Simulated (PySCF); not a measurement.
# C6H7N3Si: what the fields show

The calculation's input:

```
{"job": {"kind": "nmr", "xc": "PBE0", "basis": "pcSseg-1"}, "charge": 0, "multiplicity": 1}
Si     2.516645    -0.293148    -0.222752
C      0.718084     0.236418    -0.043167
C      0.305169     1.556237     0.009973
C     -1.039376     1.936286     0.117522
C     -2.056231     1.012435     0.175896
C     -1.686185    -0.331351     0.131134
N     -2.416174    -1.483884     0.170617
N     -1.632676    -2.472627     0.102779
N     -0.360989    -2.053107     0.013733
C     -0.320620    -0.693583     0.026204
H      3.353801     0.901043    -0.275929
H      2.877270    -1.140082     0.919528
H      2.647190    -1.077999    -1.455692
H      1.053412     2.334697    -0.034979
H     -1.275726     2.989736     0.150022
H     -3.092652     1.297328     0.253399
H      0.402062    -2.706371    -0.048196
```

Run with:

```sh
OMP_NUM_THREADS=1 python probes_run.py task.json out
```

Geometry: GFN2-xTB.

These are results of PBE0/pcSseg-1, SCF density, gas phase, non-relativistic (PySCF), not measurements.

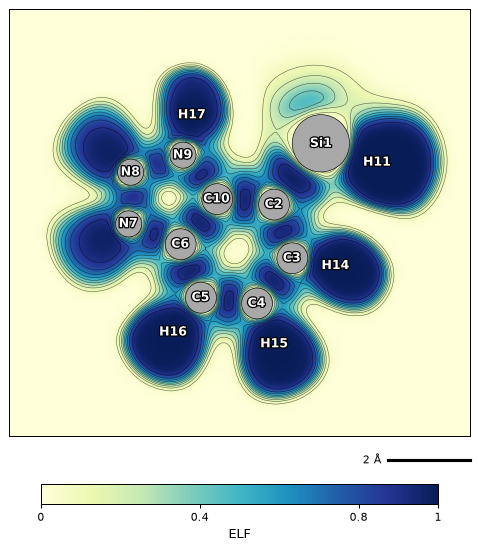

Figure 1. ELF on the plane of atoms C5, C4 and H15. Grey discs cover the atomic cores.

**What does the map show?**

The section cuts through Si, C, N and H sites. N–N (1.26 Å): the ELF peaks at about 0.90 between the atoms (localised, covalent bonding). C–N (1.36 Å): the ELF peaks at about 0.90 between the atoms, as expected for localised, covalent bonding. C–C (1.38 Å): the ELF peaks at about 0.95 between the atoms, as expected for localised, covalent bonding. C–Si (1.88 Å): the ELF peaks at about 0.95 between the atoms: a covalent bond. N–H (1.01 Å): the ELF climbs to about 1 towards the hydrogen, as it does in any bond to H (a covalent bond by its length). The ELF also peaks beside N7 and N8, away from the bonds: lone-pair regions.

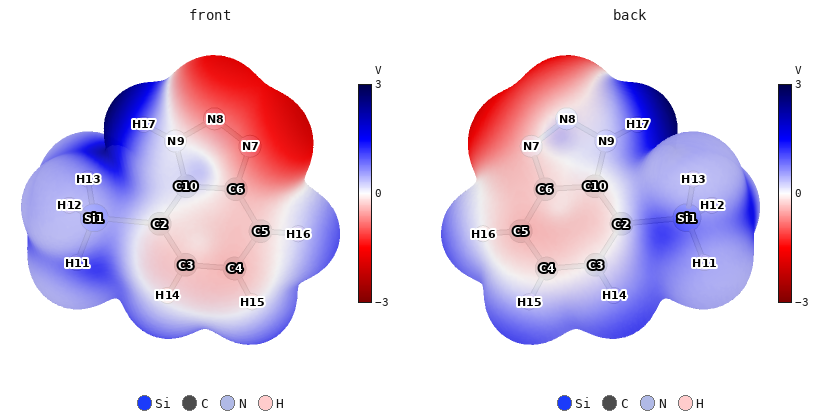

Figure 2. The molecular electrostatic potential painted on the density surface at 0.002 e/bohr³, seen from the front and from behind; the colour scale runs from red (negative) to blue (positive).

**Describe the electrostatic potential map.**

The most negative region (about −1.9 V) lies over N7, the most positive (about +2.7 V) over H17. N7 is the likeliest acceptor of a hydrogen bond.
